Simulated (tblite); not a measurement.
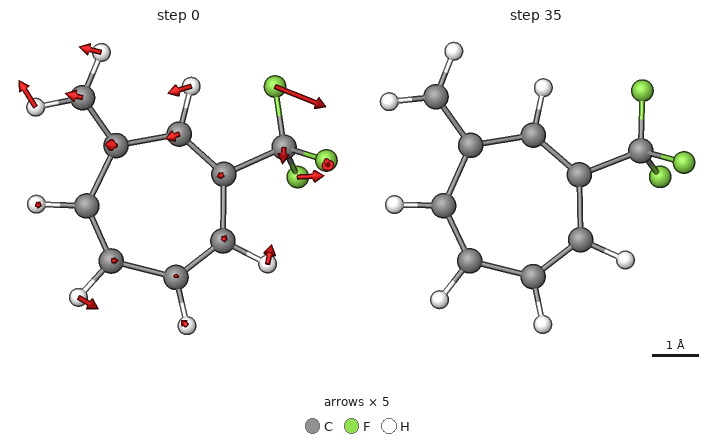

The structure of C9H7F3 before (left) and after (right) a relaxation, at one scale. The red arrows give the displacements, 5 times their true length.

The picture is a ball-and-stick view, seen at a tilt.

The calculation used tblite, GFN2-xTB geometry optimisation, gas phase. 

Question: Summarise the run.

Answer: The largest move after the best rigid fit is that of an F atom, 0.25 Å. By element the largest moves are F 0.25 Å, H 0.14 Å, C 0.08 Å. Among the contacts that change: C–F 1.406 → 1.348 Å, C–C 1.483 → 1.444 Å, C–F 1.383 → 1.348 Å, C–H 1.111 → 1.084 Å. Bond angles that change, for instance: C–C–F 103.7° → 111.8°, C–C–F 107.0° → 114.5°, F–C–F 113.1° → 106.1°. After 35 geometry steps the energy has fallen by 17.4 kcal/mol.
